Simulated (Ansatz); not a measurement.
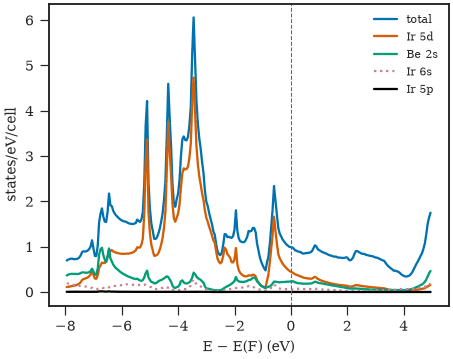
Figure: Total and projected density of states of Be3Ir in space group I4/mmm (No. 139; Be on 4d, Be on 2b, Ir on 2a), r²SCAN in the plane-wave PAW code Ansatz

Problem. Which orbitals carry the states next to the Fermi level?

Solution. Within 0.5 eV of the Fermi level: Ir 5d 48 %, Be 2s 20 %, Ir 6s 7 %, outside the projected shells 25 %. Projections are on Löwdin-orthogonalised atomic valence shells; empty p or d shells of many metals are not among them.

Problem. Where is the tallest occupied peak in this window, and what makes it?

Solution. Near -3.4 eV, about 6.1 states/eV per cell; the largest projected share is Ir 5d.

The first step of the workflow began from a Materials Project structure, measured or hypothetical; the Crystallography Open Database copy checked does not list it. With Be and Ir taken as one species the cell has the higher symmetry Fm-3m, so it may be an ordered model of a mixed-site phase. Its standing as an ambient phase is unchecked. Symmetry was held in the r²SCAN relaxation; its stability against distortions is not shown here. The run is not spin-polarised. Spin–orbit coupling is left out wherever it is not named.

Potentials: the later of the program's two PAW sets.
